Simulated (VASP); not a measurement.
# A VASP study of Na2Sb (SCAN): structure first, properties next, part 4 of 5

Aim: relax Na2Sb, then compute properties on the relaxed cell. The cell is generated by rule, not measured, and may not be a known phase. Left out of this account: 1 further run (phonons: its modes failed a check).

VASP 6.6.1; SCAN; plane waves and PAW (Na_pv, Sb); invented cell.

Still holding for the runs below: This run has no spin polarisation. Its electron count is odd, so without a moment it is a metal by construction. The k-mesh is coarse for a metal.

So far. Step 7 (Total and projected DOS (SCAN)): The finer mesh and the other smearing move the Fermi level by -0.44 eV from the 5×5×6 run, one measure of the sampling error in the zero of the bands above. Of the states within 0.3 eV of the Fermi level, the largest shares in the PAW spheres are Sb p 32 %. The rest lies in smaller channels or between the spheres. Step 8 (Volume scan with SCAN, volume scale 0.94): The pressure here is 2.08 GPa.

## Step 9: Volume scan with SCAN, volume scale 0.96

INCAR

```
SYSTEM = Na2Sb
PREC = Accurate
ENCUT = 400
EDIFF = 1E-06
NELM = 100
ISMEAR = 1
SIGMA = 0.2
LREAL = .FALSE.
ALGO = Normal
METAGGA = SCAN
LASPH = .TRUE.
NBANDS = 15
LORBIT = 11
LWAVE = .FALSE.
LCHARG = .FALSE.
ISIF = 2
```

POSCAR

```
Na2Sb
1.0
    5.0681979391      0.0000000000      0.0000000000
   -2.5340989695      4.3891881673      0.0000000000
    0.0000000000      0.0000000000      3.2001970378
Na Sb
2 1
Direct
    0.3333333300      0.6666666700      0.0000000000
    0.6666666700      0.3333333300      0.0000000000
    0.0000000000      0.0000000000      0.5000000000
```

KPOINTS

```
Automatic mesh
0
Gamma
5 5 6
0 0 0
```

Potentials, in the order of the species: Na_pv and Sb (PBE family, release 64).

Started as:

```bash
$ mpirun -np 1 vasp_std
```

The program printed:

```text
[... set-up lines as in an earlier step ...]
 entering main loop
       N       E                     dE             d eps       ncg     rms          rms(c)
DAV:   1     0.878459946610E+02    0.87846E+02   -0.88105E+03   600   0.110E+03
DAV:   2    -0.414574477183E+02   -0.12930E+03   -0.12712E+03   663   0.315E+02
DAV:   3    -0.482731687374E+02   -0.68157E+01   -0.67374E+01   747   0.805E+01
DAV:   4    -0.483697082444E+02   -0.96540E-01   -0.96508E-01   734   0.106E+01
DAV:   5    -0.483725127290E+02   -0.28045E-02   -0.28044E-02   815   0.171E+00    0.178E+00
DAV:   6    -0.470186758979E+02    0.13538E+01   -0.52797E-01   698   0.826E+00    0.130E+00
DAV:   7    -0.470014162084E+02    0.17260E-01   -0.22253E-01   607   0.427E+00    0.432E-01
DAV:   8    -0.470043459492E+02   -0.29297E-02   -0.79243E-03   761   0.815E-01    0.276E-01
DAV:   9    -0.470056071379E+02   -0.12612E-02   -0.27328E-03   649   0.551E-01    0.327E-02
DAV:  10    -0.470055124812E+02    0.94657E-04   -0.12555E-04   768   0.113E-01    0.204E-02
DAV:  11    -0.470054133782E+02    0.99103E-04   -0.46710E-05   684   0.686E-02    0.747E-03
DAV:  12    -0.470054103238E+02    0.30544E-05   -0.30902E-06   747   0.141E-02    0.395E-03
DAV:  13    -0.470054245106E+02   -0.14187E-04   -0.14086E-06   653   0.112E-02    0.610E-04
DAV:  14    -0.470054200959E+02    0.44147E-05   -0.15355E-07   412   0.421E-03    0.172E-04
DAV:  15    -0.470054210122E+02   -0.91636E-06   -0.17127E-08   342   0.129E-03
   1 F= -.47005421E+02 E0= -.47005404E+02  d E =-.518280E-04
```

Elapsed: 76 s, on 1 MPI rank of Intel Xeon Platinum 8488C (Sapphire Rapids), shared host; peak memory 0.17 GiB.

From OUTCAR (step 9):

```text
   ENCUT  =  400.0 eV  29.40 Ry    5.42 a.u.   8.26  8.26  5.22*2*pi/ulx,y,z

   NELECT =      19.0000    total number of electrons

 E-fermi :   4.6429

 k-point     1 :       0.0000    0.0000    0.0000
  band No.  band energies     occupation
    ...
      6     -21.7836      2.00000
      7      -6.3717      2.00000
      8       2.2956      2.00000
      9       2.2957      2.00000
     10       4.6673      0.79446
     11       7.1245     -0.00000
     12       7.1252     -0.00000
     13       8.7964      0.00000
     14       9.7142      0.00000
     15      12.1687      0.00000

  Total        0.5247226      0.5247226      0.6461221      0.0000000     -0.0000000      0.0000000
  in kB       11.8093466     11.8093466     14.5415501      0.0000000     -0.0000000      0.0000000
  external PRESSURE =      12.7200811 kB  Pullay stress =       0.0000000 kB

 POSITION                                       TOTAL-FORCE (eV/Angst)
 -----------------------------------------------------------------------------------
     -0.00000      2.92613      0.00000        -0.000000      0.000000     -0.000000
      2.53410      1.46306      0.00000         0.000000     -0.000000      0.000000
      0.00000      0.00000      1.60010         0.000000      0.000000      0.000000
 -----------------------------------------------------------------------------------
    total drift:                               -0.000000      0.000000      0.000000

  FREE ENERGIE OF THE ION-ELECTRON SYSTEM (eV)
  ---------------------------------------------------
  free  energy   TOTEN  =       -47.0054210122 eV

  energy  without entropy=      -47.0053691842  energy(sigma->0) =      -47.00540374

[... 5 parts as in an earlier step ...]

[... 11 further parts left out ...]
```

Numbers from this step:

```
free energy (TOTEN) : -47.01 eV
Fermi energy        : 4.643 eV
pressure            : 1.272 GPa
```

The pressure falls from 2.08 to 1.27 GPa.

The run ends at a pressure of 1.27 GPa.

## Step 10: Volume scan with SCAN, volume scale 0.98

INCAR is that of step 9.

POSCAR

```
Na2Sb
1.0
    5.1031521329      0.0000000000      0.0000000000
   -2.5515760664      4.4194593871      0.0000000000
    0.0000000000      0.0000000000      3.2222680597
Na Sb
2 1
Direct
    0.3333333300      0.6666666700      0.0000000000
    0.6666666700      0.3333333300      0.0000000000
    0.0000000000      0.0000000000      0.5000000000
```

KPOINTS is that of step 9.

Started as:

```bash
$ mpirun -np 1 vasp_std
```

The program printed:

```text
[... set-up lines as in an earlier step ...]
 entering main loop
       N       E                     dE             d eps       ncg     rms          rms(c)
DAV:   1     0.824438730880E+02    0.82444E+02   -0.88179E+03   600   0.108E+03
DAV:   2    -0.419783089961E+02   -0.12442E+03   -0.12217E+03   677   0.309E+02
DAV:   3    -0.483075803058E+02   -0.63293E+01   -0.62978E+01   782   0.791E+01
DAV:   4    -0.483946413116E+02   -0.87061E-01   -0.87056E-01   719   0.103E+01
[...]
DAV:  13    -0.470128052193E+02   -0.27155E-05   -0.16344E-06   683   0.113E-02    0.858E-04
DAV:  14    -0.470128035505E+02    0.16688E-05   -0.21876E-07   349   0.467E-03    0.222E-04
DAV:  15    -0.470128039292E+02   -0.37867E-06   -0.21141E-08   342   0.131E-03
   1 F= -.47012804E+02 E0= -.47012804E+02  d E =-.312390E-06
```

Wall time 73 s (1 MPI rank); peak memory 0.17 GiB.

OUTCAR, selected parts (step 10):

```text
  Total        0.2069002      0.2069002      0.2365913      0.0000000      0.0000000     -0.0000000
  in kB        4.5614418      4.5614418      5.2160295      0.0000000      0.0000000     -0.0000000
  external PRESSURE =       4.7796377 kB  Pullay stress =       0.0000000 kB

 POSITION                                       TOTAL-FORCE (eV/Angst)
 -----------------------------------------------------------------------------------
     -0.00000      2.94631      0.00000        -0.000000     -0.000000     -0.000000
      2.55158      1.47315      0.00000         0.000000      0.000000      0.000000
      0.00000      0.00000      1.61113        -0.000000      0.000000      0.000000
 -----------------------------------------------------------------------------------
    total drift:                               -0.000000      0.000000      0.000000

  FREE ENERGIE OF THE ION-ELECTRON SYSTEM (eV)
  ---------------------------------------------------
  free  energy   TOTEN  =       -47.0128039292 eV

  energy  without entropy=      -47.0128036168  energy(sigma->0) =      -47.01280383

[... 1 part as in an earlier step ...]

[... 2 further parts left out ...]
[key lines of the parts left out:]
E-fermi :   4.4623
```

The pressure falls from 1.27 to 0.48 GPa.

The run ends at a pressure of 0.48 GPa.

## Step 11: Volume scan with SCAN, volume scale 1

INCAR is that of step 10.

POSCAR

```
Na2Sb
1.0
    5.1376339365      0.0000000000      0.0000000000
   -2.5688169682      4.4493215050      0.0000000000
    0.0000000000      0.0000000000      3.2440408016
Na Sb
2 1
Direct
    0.3333333300      0.6666666700      0.0000000000
    0.6666666700      0.3333333300      0.0000000000
    0.0000000000      0.0000000000      0.5000000000
```

KPOINTS is that of step 10.

Started as:

```bash
$ mpirun -np 1 vasp_std
```

The program printed:

```text
[... set-up lines as in an earlier step ...]
 entering main loop
       N       E                     dE             d eps       ncg     rms          rms(c)
[... 12 cycles as in an earlier step ...]
   1 F= -.47016865E+02 E0= -.47016886E+02  d E =0.652893E-04
```

Elapsed: 39 s, on 1 MPI rank; peak memory 0.17 GiB.

OUTCAR, selected parts (step 11):

```text
[... 6 parts as in an earlier step ...]

[... 1 further part left out ...]
[key lines of the parts left out:]
E-fermi :   4.2883
```

The pressure falls from 0.48 to -0.06 GPa, so it vanishes between these two volumes.

## Step 12: Volume scan with SCAN, volume scale 1.02

INCAR is that of step 11.

POSCAR

```
Na2Sb
1.0
    5.1716589939      0.0000000000      0.0000000000
   -2.5858294969      4.4787880691      0.0000000000
    0.0000000000      0.0000000000      3.2655251416
Na Sb
2 1
Direct
    0.3333333300      0.6666666700      0.0000000000
    0.6666666700      0.3333333300      0.0000000000
    0.0000000000      0.0000000000      0.5000000000
```

KPOINTS is that of step 11.

Started as:

```bash
$ mpirun -np 1 vasp_std
```

The program printed:

```text
[... set-up lines as in an earlier step ...]
 entering main loop
       N       E                     dE             d eps       ncg     rms          rms(c)
DAV:   1     0.858832606442E+02    0.85883E+02   -0.87422E+03   600   0.107E+03
DAV:   2    -0.418839775812E+02   -0.12777E+03   -0.12572E+03   684   0.314E+02
DAV:   3    -0.483365529123E+02   -0.64526E+01   -0.64403E+01   740   0.785E+01
DAV:   4    -0.484261997591E+02   -0.89647E-01   -0.89639E-01   719   0.104E+01
[...]
DAV:  14    -0.470137661422E+02   -0.11009E-05   -0.14385E-07   398   0.444E-03    0.188E-04
DAV:  15    -0.470137639313E+02    0.22109E-05   -0.23223E-08   342   0.146E-03    0.593E-05
DAV:  16    -0.470137638366E+02    0.94710E-07   -0.28428E-09   328   0.547E-04
   1 F= -.47013764E+02 E0= -.47013812E+02  d E =0.143926E-03
```

The job ended after 67 s (1 MPI rank; peak memory 0.18 GiB).

OUTCAR, selected parts (step 12):

```text
  Total       -0.3253179     -0.3253179     -0.4191573     -0.0000000     -0.0000000      0.0000000
  in kB       -6.8908865     -6.8908865     -8.8785948     -0.0000000     -0.0000000      0.0000000
  external PRESSURE =      -7.5534559 kB  Pullay stress =       0.0000000 kB

 POSITION                                       TOTAL-FORCE (eV/Angst)
 -----------------------------------------------------------------------------------
     -0.00000      2.98586      0.00000        -0.000000      0.000000      0.000000
      2.58583      1.49293      0.00000         0.000000      0.000000      0.000000
      0.00000      0.00000      1.63276         0.000000      0.000000      0.000000
 -----------------------------------------------------------------------------------
    total drift:                               -0.000000      0.000000      0.000000

  FREE ENERGIE OF THE ION-ELECTRON SYSTEM (eV)
  ---------------------------------------------------
  free  energy   TOTEN  =       -47.0137638366 eV

  energy  without entropy=      -47.0139077625  energy(sigma->0) =      -47.01381181

[... 1 part as in an earlier step ...]

[... 2 further parts left out ...]
[key lines of the parts left out:]
E-fermi :   4.1256
```

The pressure falls from -0.06 to -0.76 GPa.

The run ends at a pressure of -0.76 GPa.

## Step 13: Volume scan with SCAN, volume scale 1.04

INCAR is that of step 12.

POSCAR

```
Na2Sb
1.0
    5.2052421362      0.0000000000      0.0000000000
   -2.6026210680      4.5078719234      0.0000000000
    0.0000000000      0.0000000000      3.2867304445
Na Sb
2 1
Direct
    0.3333333300      0.6666666700      0.0000000000
    0.6666666700      0.3333333300      0.0000000000
    0.0000000000      0.0000000000      0.5000000000
```

KPOINTS is that of step 12.

Started as:

```bash
$ mpirun -np 1 vasp_std
```

The program printed:

```text
[... set-up lines as in an earlier step ...]
 entering main loop
       N       E                     dE             d eps       ncg     rms          rms(c)
DAV:   1     0.822056775074E+02    0.82206E+02   -0.87189E+03   600   0.107E+03
DAV:   2    -0.419749054736E+02   -0.12418E+03   -0.12280E+03   663   0.305E+02
DAV:   3    -0.483427053488E+02   -0.63678E+01   -0.63487E+01   761   0.789E+01
DAV:   4    -0.484340289090E+02   -0.91324E-01   -0.91312E-01   684   0.101E+01
[...]
DAV:  14    -0.470054002668E+02   -0.16743E-05   -0.12961E-07   419   0.434E-03    0.212E-04
DAV:  15    -0.470053988263E+02    0.14406E-05   -0.26723E-08   370   0.163E-03    0.495E-05
DAV:  16    -0.470053987492E+02    0.77008E-07   -0.30931E-09   328   0.658E-04
   1 F= -.47005399E+02 E0= -.47005476E+02  d E =0.231371E-03
```

Wall time 75 s (1 MPI rank); peak memory 0.18 GiB.

Parts of OUTCAR (step 13):

```text
  Total       -0.5702561     -0.5702561     -0.7342385     -0.0000000     -0.0000000      0.0000000
  in kB      -11.8468791    -11.8468791    -15.2535575     -0.0000000     -0.0000000      0.0000000
  external PRESSURE =     -12.9824385 kB  Pullay stress =       0.0000000 kB

 POSITION                                       TOTAL-FORCE (eV/Angst)
 -----------------------------------------------------------------------------------
     -0.00000      3.00525      0.00000        -0.000000     -0.000000      0.000000
      2.60262      1.50262      0.00000         0.000000     -0.000000     -0.000000
      0.00000      0.00000      1.64337        -0.000000      0.000000      0.000000
 -----------------------------------------------------------------------------------
    total drift:                               -0.000000      0.000000      0.000000

  FREE ENERGIE OF THE ION-ELECTRON SYSTEM (eV)
  ---------------------------------------------------
  free  energy   TOTEN  =       -47.0053987492 eV

  energy  without entropy=      -47.0056301206  energy(sigma->0) =      -47.00547587

[... 1 part as in an earlier step ...]

[... 2 further parts left out ...]
[key lines of the parts left out:]
E-fermi :   3.9706
```

The pressure falls from -0.76 to -1.30 GPa.

The run ends at a pressure of -1.30 GPa.

## Step 14: Volume scan with SCAN, volume scale 1.06

INCAR is that of step 13.

POSCAR

```
Na2Sb
1.0
    5.2383974386      0.0000000000      0.0000000000
   -2.6191987192      4.5365852576      0.0000000000
    0.0000000000      0.0000000000      3.3076655978
Na Sb
2 1
Direct
    0.3333333300      0.6666666700      0.0000000000
    0.6666666700      0.3333333300      0.0000000000
    0.0000000000      0.0000000000      0.5000000000
```

KPOINTS is that of step 13.

Started as:

```bash
$ mpirun -np 1 vasp_std
```

The program printed:

```text
[... set-up lines as in an earlier step ...]
 entering main loop
       N       E                     dE             d eps       ncg     rms          rms(c)
DAV:   1     0.804266512727E+02    0.80427E+02   -0.86593E+03   600   0.104E+03
DAV:   2    -0.419929303276E+02   -0.12242E+03   -0.12031E+03   684   0.301E+02
DAV:   3    -0.483494816026E+02   -0.63566E+01   -0.62703E+01   726   0.781E+01
DAV:   4    -0.484364486628E+02   -0.86967E-01   -0.86921E-01   712   0.101E+01
[...]
DAV:  13    -0.469922424282E+02   -0.21746E-05   -0.11099E-06   583   0.115E-02    0.665E-04
DAV:  14    -0.469922446830E+02   -0.22548E-05   -0.12493E-07   405   0.437E-03    0.221E-04
DAV:  15    -0.469922439548E+02    0.72820E-06   -0.30326E-08   349   0.182E-03
   1 F= -.46992244E+02 E0= -.46992348E+02  d E =0.312509E-03
```

Elapsed: 85 s, on 1 MPI rank; peak memory 0.17 GiB.

Parts of OUTCAR (step 14):

```text
  Total       -0.7949406     -0.7949406     -0.9509700     -0.0000000      0.0000000      0.0000000
  in kB      -16.2030264    -16.2030264    -19.3833244     -0.0000000      0.0000000      0.0000000
  external PRESSURE =     -17.2631257 kB  Pullay stress =       0.0000000 kB

 POSITION                                       TOTAL-FORCE (eV/Angst)
 -----------------------------------------------------------------------------------
     -0.00000      3.02439      0.00000        -0.000000     -0.000000     -0.000000
      2.61920      1.51220      0.00000         0.000000      0.000000      0.000000
      0.00000      0.00000      1.65383        -0.000000      0.000000      0.000000
 -----------------------------------------------------------------------------------
    total drift:                               -0.000000      0.000000      0.000000

  FREE ENERGIE OF THE ION-ELECTRON SYSTEM (eV)
  ---------------------------------------------------
  free  energy   TOTEN  =       -46.9922439548 eV

  energy  without entropy=      -46.9925564634  energy(sigma->0) =      -46.99234812

[... 1 part as in an earlier step ...]

[... 2 further parts left out ...]
[key lines of the parts left out:]
E-fermi :   3.8217
```

The pressure falls from -1.30 to -1.73 GPa.

The run ends at a pressure of -1.73 GPa.

## Step 15: Fit for SCAN

This step: Birch-Murnaghan fit, SCAN; plane waves and PAW; invented cell (VASP 6.6.1).

No new run; the numbers come from the runs before.

This step gave:

* pressure derivative of the bulk modulus: 3.995
* r.m.s. error of the fit: 1.75e-4 eV/atom
* minimum inside the sampled range: yes
* bulk modulus: 31.49 GPa
* equilibrium volume of the fit: 24.70 Å³/atom

The energy above the fitted minimum by volume:

```csv
volume (Å³/atom),energy above the fitted minimum (eV/atom)
23.24,0.00960
23.73,0.00375
24.22,0.00128
24.72,-7.9e-5
25.21,9.5e-4
25.71,0.00372
26.20,0.00810
```

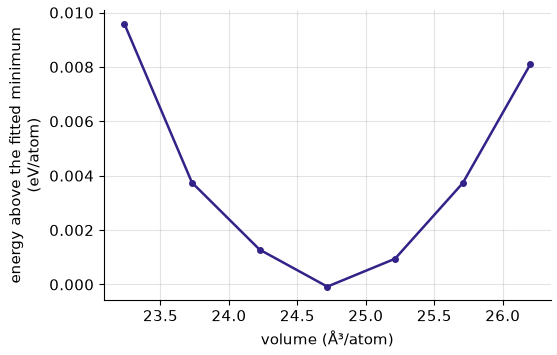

Energy above the fitted minimum against volume.

The fitted volume lies -0.05 % from the relaxed one.

## Step 16: Volume scan with SCAN, volume scale 0.94 (run 2)

This step: SCAN; plane waves and PAW (Na_pv, Sb); invented cell (VASP 6.6.1).

INCAR is that of step 14.

POSCAR

```
Na2Sb
1.0
    5.0327548359      0.0000000000      0.0000000000
   -2.5163774179      4.3584935395      0.0000000000
    0.0000000000      0.0000000000      3.1778173054
Na Sb
2 1
Direct
    0.3333333300      0.6666666700      0.0000000000
    0.6666666700      0.3333333300      0.0000000000
    0.0000000000      0.0000000000      0.5000000000
```

KPOINTS is that of step 14.

Started as:

```bash
$ mpirun -np 1 vasp_std
```

The program printed:

```text
[... set-up lines as in an earlier step ...]
 entering main loop
       N       E                     dE             d eps       ncg     rms          rms(c)
[... 15 cycles as in an earlier step ...]
   1 F= -.46987890E+02 E0= -.46987861E+02  d E =-.854669E-04
```

Elapsed: 46 s, on 1 MPI rank; peak memory 0.18 GiB.

Parts of OUTCAR (step 16):

```text
[... 6 parts as in an earlier step ...]

[... 1 further part left out ...]
[key lines of the parts left out:]
E-fermi :   4.8338
```

The pressure here is 2.08 GPa.

The run ends at a pressure of 2.08 GPa.

## Step 17: Volume scan with SCAN, volume scale 0.96 (run 2)

INCAR is that of step 16.

POSCAR

```
Na2Sb
1.0
    5.0681979391      0.0000000000      0.0000000000
   -2.5340989695      4.3891881673      0.0000000000
    0.0000000000      0.0000000000      3.2001970378
Na Sb
2 1
Direct
    0.3333333300      0.6666666700      0.0000000000
    0.6666666700      0.3333333300      0.0000000000
    0.0000000000      0.0000000000      0.5000000000
```

KPOINTS is that of step 16.

Started as:

```bash
$ mpirun -np 1 vasp_std
```

The program printed:

```text
[... set-up lines as in an earlier step ...]
 entering main loop
       N       E                     dE             d eps       ncg     rms          rms(c)
[... 15 cycles as in an earlier step ...]
   1 F= -.47005421E+02 E0= -.47005404E+02  d E =-.518280E-04
```

It took 80 s on 1 MPI rank; peak memory 0.17 GiB.

OUTCAR, selected parts (step 17):

```text
[... 6 parts as in an earlier step ...]

[... 1 further part left out ...]
[key lines of the parts left out:]
E-fermi :   4.6429
```

The pressure falls from 2.08 to 1.27 GPa.

The run ends at a pressure of 1.27 GPa.

## Step 18: Volume scan with SCAN, volume scale 0.98 (run 2)

INCAR is that of step 17.

POSCAR

```
Na2Sb
1.0
    5.1031521329      0.0000000000      0.0000000000
   -2.5515760664      4.4194593871      0.0000000000
    0.0000000000      0.0000000000      3.2222680597
Na Sb
2 1
Direct
    0.3333333300      0.6666666700      0.0000000000
    0.6666666700      0.3333333300      0.0000000000
    0.0000000000      0.0000000000      0.5000000000
```

KPOINTS is that of step 17.

Started as:

```bash
$ mpirun -np 1 vasp_std
```

The program printed:

```text
[... set-up lines as in an earlier step ...]
 entering main loop
       N       E                     dE             d eps       ncg     rms          rms(c)
[... 15 cycles as in an earlier step ...]
   1 F= -.47012804E+02 E0= -.47012804E+02  d E =-.312390E-06
```

Wall time 75 s (1 MPI rank); peak memory 0.17 GiB.

From OUTCAR (step 18):

```text
[... 6 parts as in an earlier step ...]

[... 1 further part left out ...]
[key lines of the parts left out:]
E-fermi :   4.4623
```

The pressure falls from 1.27 to 0.48 GPa.

The run ends at a pressure of 0.48 GPa.

(Part 4 of 5 ends here.)

[Lines on the potential files, build, host, timing and source positions are cut from VASP's logs without a mark.]

[Logs are printed without paths, hosts, clocks, repeated set-up lines and the standing remarks that a program may print on its own settings, such as how far it seeks lower states.]

[Hosts, paths, dates, database ids (printed as entryN), source tags and the programs' standing remarks are cut or masked in the printed files.]

[A measured line is paired with the nearest computed mode of its activity, which favours agreement.]
